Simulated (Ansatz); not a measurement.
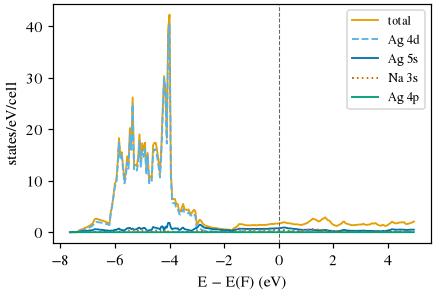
Fig. 1. Total and projected density of states of NaAg2 (cubic Laves (MgCu2 type), space group No. 227), plane-wave PAW r²SCAN (Ansatz code)

Problem. Which orbitals carry the states next to the Fermi level?

Solution. Within 0.5 eV of the Fermi level: Ag 5s 45 %, Na 3s 24 %, Ag 4d 9 %, outside the projected shells 21 %. Projections are on Löwdin-orthogonalised atomic valence shells; empty p or d shells of many metals are not among them.

Problem. Where is the tallest occupied peak in this window, and what makes it?

Solution. Near -4.0 eV, about 42 states/eV per cell; the largest projected share is Ag 4d.

Space group Fd-3m (cubic Laves (MgCu2 type)). The first step of the workflow began from a Materials Project structure, measured or hypothetical; the Crystallography Open Database files this formula in space group No. 227, but the cells were not matched. Whether it is the stable phase at ambient conditions was not checked. The r²SCAN relaxation kept the symmetry of its start; whether a distortion lowers the energy is not shown. No spin polarisation was allowed. Scalar-relativistic: spin–orbit coupling is off unless named, which matters more the heavier the elements.

Potentials: the later of the program's two PAW sets.
